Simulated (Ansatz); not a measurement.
# C3H5ClF2: how energies converge with the basis set

How large a basis does C3H5ClF2 need? Two functionals are run in growing sets.

Program: Ansatz 0.2.0, Gaussian basis. Level of theory: one geometry, several basis sets. These are calculated values, not measurements.

Plan: PBE0-D4/def2-SVP; ωB97M-V/def2-SVP; PBE0-D4/def2-QZVPP; ωB97M-V/def2-QZVPP; the functionals' def2-TZVPP values are taken from earlier runs.

**1. Structure used throughout**

An earlier PBE0-D4 in a triple-zeta def2 set relaxation fixed the geometry.

SMILES `FCC(Cl)CF`, 11 atoms, charge 0, spin multiplicity 1.

Atoms are counted from 1 here; the program's logs count them from 0.

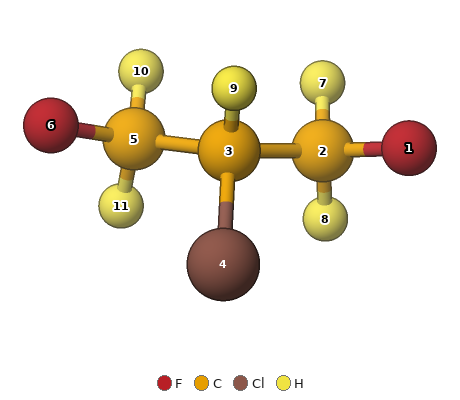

The geometry (fluorine red, carbon amber, chlorine brown, hydrogen yellow); atoms are numbered from 1 in the order of the file.

**2. PBE0-D4 in def2-SVP**

in.yaml reads:

```yaml
crystal:
  periodic: [false, false, false]
  atoms:
    - {symbol: F, position_ang: [0.032224, -1.963397, 1.420164]}
    - {symbol: C, position_ang: [0.301135, -1.216123, 0.301479]}
    - {symbol: C, position_ang: [-0.305009, 0.161082, 0.426849]}
    - {symbol: Cl, position_ang: [-2.083286, 0.053142, 0.464798]}
    - {symbol: C, position_ang: [0.141754, 1.056081, -0.704169]}
    - {symbol: F, position_ang: [-0.270188, 2.346632, -0.487458]}
    - {symbol: H, position_ang: [1.389661, -1.128945, 0.207461]}
    - {symbol: H, position_ang: [-0.099136, -1.742312, -0.569846]}
    - {symbol: H, position_ang: [-0.006475, 0.603571, 1.379323]}
    - {symbol: H, position_ang: [1.236409, 1.055992, -0.759481]}
    - {symbol: H, position_ang: [-0.271591, 0.717176, -1.658418]}
basis:
  gaussian: {orbitals: def2-SVP}
hamiltonian: {xc: pbe0, dispersion: d4}
output: {orbitals: {seedname: orbitals}}
```

On the command line:

```console
$ ansatz run in.yaml --threads 4 --pin off --events-out ev --progress --plain --max-ram 10444MiB
```

What it wrote:

```text
Functional definition: PBE0
  name "PBE0"
  cite "Adamo & Barone, J. Chem. Phys. 110, 6158 (1999) doi:10.1063/1.478522"
  cite "Perdew, Burke & Ernzerhof, Phys. Rev. Lett. 77, 3865 (1996) doi:10.1103/PhysRevLett.77.3865"
  parent pbe
  parameter a = 0.25
  parameter kappa = 0.804
  parameter beta = 0.06672455060314922
  exchange = (1 - a)*pbe_x(kappa = kappa, mu = beta*pi^2/3) + a*exact_x
  correlation = pbe_c(beta = beta)
1273 factors; their error is unknown
mean field evaluation 1: about -21122.6181 eV, gradient 3.3e1 eV
mean field evaluation 2: about -21122.7859 eV, gradient 3.2e1 eV
mean field evaluation 4: about -21125.0154 eV, gradient 1.6e0 eV
mean field evaluation 8: about -21125.0129 eV, gradient 2.4e-2 eV
mean field evaluation 16: about -21125.0554 eV, gradient 4.8e-5 eV
mean field -21125.05543995 eV, -776.3314683414 hartree, gradient 4.8e-5 eV, S^2 0.000000; 0 other end points of the search recorded, 0 dependent functions left out
reference -21125.05546025 eV, -776.3314690874 hartree; 29, 29 occupied and 84, 84 virtual orbitals, 1273 factors
Total energy: -21125.24162410 eV, -776.3383104827 hartree
```

It took 0.5 s on 4 threads of AMD EPYC 9R45, shared host.

**3. ωB97M-V in def2-SVP**

Changes to in.yaml since step 2:

```diff
@@ -16,3 +16,3 @@
   gaussian: {orbitals: def2-SVP}
-hamiltonian: {xc: pbe0, dispersion: d4}
+hamiltonian: {xc: {name: wB97M-V}}
 output: {orbitals: {seedname: orbitals}}
```

Same command.

What it wrote (excerpt; [...] marks lines left out):

```text
Functional definition: wB97M-V
  name "wB97M-V"
  cite "Mardirossian & Head-Gordon, J. Chem. Phys. 144, 214110 (2016) doi:10.1063/1.4952647"
  cite "Becke, J. Chem. Phys. 107, 8554 (1997) doi:10.1063/1.475007"
  cite "Vydrov & Van Voorhis, J. Chem. Phys. 133, 244103 (2010) doi:10.1063/1.3521275"
  # Of w^i u^j: cxij and so on, Table III.
[...]
  gx(w, u) = 1 - cx + cx01*u + cx10*w
  gss(w, u) = css00 + css04*u^4 + css10*w + css20*w^2 + css43*w^4*u^3
  gos(w, u) = cos00 + cos10*w + (cos20 + cos21*u)*w^2 + (cos60 + cos61*u)*w^6
[...]
      + integral(e_c_pw_mod_opposite_spin*gos(b97_w_opposite, b97_u_opposite)) + vv10(b, c)
1266 factors; their error is unknown
266 factors; integrals over basis functions are off by at most 5.9e-6 eV
[...]
mean field -21134.43888144 eV, -776.6763034558 hartree, gradient 3.3e-5 eV, S^2 0.000000; 0 other end points of the search recorded, 0 dependent functions left out
reference -21134.43891370 eV, -776.6763046414 hartree; 29, 29 occupied and 84, 84 virtual orbitals, 1266 factors
Total energy: -21134.43891370 eV, -776.6763046414 hartree
```

It took 1.6 s on 4 threads of AMD EPYC 9R45, shared host.

**4. PBE0-D4 in def2-QZVPP**

Changes to in.yaml since step 3:

```diff
@@ -15,4 +15,4 @@
 basis:
-  gaussian: {orbitals: def2-SVP}
-hamiltonian: {xc: {name: wB97M-V}}
+  gaussian: {orbitals: "def2-QZVPP.json"}
+hamiltonian: {xc: pbe0, dispersion: d4}
 output: {orbitals: {seedname: orbitals}}
```

Same command.

What it wrote:

```text
Functional definition: PBE0
  name "PBE0"
  cite "Adamo & Barone, J. Chem. Phys. 110, 6158 (1999) doi:10.1063/1.478522"
  cite "Perdew, Burke & Ernzerhof, Phys. Rev. Lett. 77, 3865 (1996) doi:10.1103/PhysRevLett.77.3865"
  parent pbe
  parameter a = 0.25
  parameter kappa = 0.804
  parameter beta = 0.06672455060314922
  exchange = (1 - a)*pbe_x(kappa = kappa, mu = beta*pi^2/3) + a*exact_x
  correlation = pbe_c(beta = beta)
1571 factors; their error is unknown
mean field evaluation 1: about -21135.6238 eV, gradient 4.8e1 eV
mean field evaluation 2: about -21134.0384 eV, gradient 5.4e1 eV
mean field evaluation 4: about -21140.4601 eV, gradient 2.9e0 eV
mean field evaluation 8: about -21140.4653 eV, gradient 5.2e-2 eV
mean field evaluation 16: about -21140.4782 eV, gradient 3.5e-5 eV
mean field -21140.47823461 eV, -776.8982455913 hartree, gradient 3.5e-5 eV, S^2 0.000000; 0 other end points of the search recorded, 0 dependent functions left out
reference -21140.47826906 eV, -776.8982468572 hartree; 29, 29 occupied and 476, 476 virtual orbitals, 1571 factors
Total energy: -21140.66443291 eV, -776.9050882526 hartree
```

It took 3.7 s on 4 threads of AMD EPYC 9R45, shared host; peak memory 2 GiB.

**5. ωB97M-V in def2-QZVPP**

Changes to in.yaml since step 4:

```diff
@@ -16,3 +16,3 @@
   gaussian: {orbitals: "def2-QZVPP.json"}
-hamiltonian: {xc: pbe0, dispersion: d4}
+hamiltonian: {xc: {name: wB97M-V}}
 output: {orbitals: {seedname: orbitals}}
```

Same command.

What it wrote (excerpt; [...] marks lines left out):

```text
Functional definition: wB97M-V
  name "wB97M-V"
  cite "Mardirossian & Head-Gordon, J. Chem. Phys. 144, 214110 (2016) doi:10.1063/1.4952647"
  cite "Becke, J. Chem. Phys. 107, 8554 (1997) doi:10.1063/1.475007"
  cite "Vydrov & Van Voorhis, J. Chem. Phys. 133, 244103 (2010) doi:10.1063/1.3521275"
  # Of w^i u^j: cxij and so on, Table III.
[...]
  gx(w, u) = 1 - cx + cx01*u + cx10*w
  gss(w, u) = css00 + css04*u^4 + css10*w + css20*w^2 + css43*w^4*u^3
  gos(w, u) = cos00 + cos10*w + (cos20 + cos21*u)*w^2 + (cos60 + cos61*u)*w^6
[...]
      + integral(e_c_pw_mod_opposite_spin*gos(b97_w_opposite, b97_u_opposite)) + vv10(b, c)
1555 factors; their error is unknown
341 factors; integrals over basis functions are off by at most 2.1e-5 eV
[...]
mean field -21150.10483959 eV, -777.2520167990 hartree, gradient 5.4e-5 eV, S^2 0.000000; 0 other end points of the search recorded, 0 dependent functions left out
reference -21150.10489252 eV, -777.2520187439 hartree; 29, 29 occupied and 476, 476 virtual orbitals, 1555 factors
Total energy: -21150.10489252 eV, -777.2520187439 hartree
```

Wall time 7.5 s (4 threads of AMD EPYC 9R45, shared host); peak memory 2.4 GiB.

**6. Density functionals: the series**

The def2-TZVPP values come from earlier runs at the same geometry.

```
functional       basis  functions  energy (eV)  from the largest (eV)  HOMO (eV)  LUMO (eV)
   PBE0-D4    def2-SVP        113  -21125.2416                 15.423      -8.54       0.97
   PBE0-D4  def2-TZVPP        267  -21139.8377                  0.827      -8.71       0.51
   PBE0-D4  def2-QZVPP        505  -21140.6644                  0.000      -8.76       0.31
   ωB97M-V    def2-SVP        113  -21134.4389                 15.666     -10.83       3.15
   ωB97M-V  def2-TZVPP        267  -21149.3074                  0.797     -11.04       2.48
   ωB97M-V  def2-QZVPP        505  -21150.1049                  0.000     -11.10       1.68
```

**7. What came out**

```
                                       quantity           value
PBE0-D4: double and triple zeta above quadruple  15.42, 0.83 eV
ωB97M-V: double and triple zeta above quadruple  15.67, 0.80 eV
```

What this shows: For PBE0-D4 the step from double to triple zeta gains 14.60 eV and the next only 0.83 eV. Total energies overstate the basis error of differences, where much of it tends to cancel. The LUMO of ωB97M-V is positive and keeps falling with the basis (3.15 to 1.68 eV): an unbound level that the basis holds in place.

For PBE0-D4 the largest set took about 7 times as long as the smallest (3.7 s against 0.5 s).
